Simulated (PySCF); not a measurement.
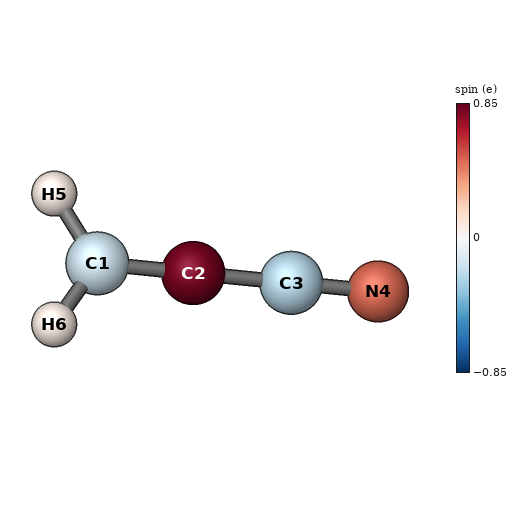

Atoms are coloured by their Mulliken spin populations. The species is neutral and a spin doublet. The computed structure is the end point of a GFN2-xTB optimisation. No frequency run is at hand to confirm it as a minimum. Properties computed with UKS B3LYP, pcH-1 on C H N, non-relativistic (PySCF 2.14.0).

**Which atom carries the largest spin population?**

C2 (0.80 e).

**Which atom has the lowest spin population?**

C3 (−0.24 e); a negative value comes from spin polarisation.

List the Mulliken spin populations.

```csv
atom,value (e)
C1,−0.17
C2,0.80
C3,−0.24
N4,0.48
H5,0.06
H6,0.06
```

Mulliken values depend strongly on the basis set.
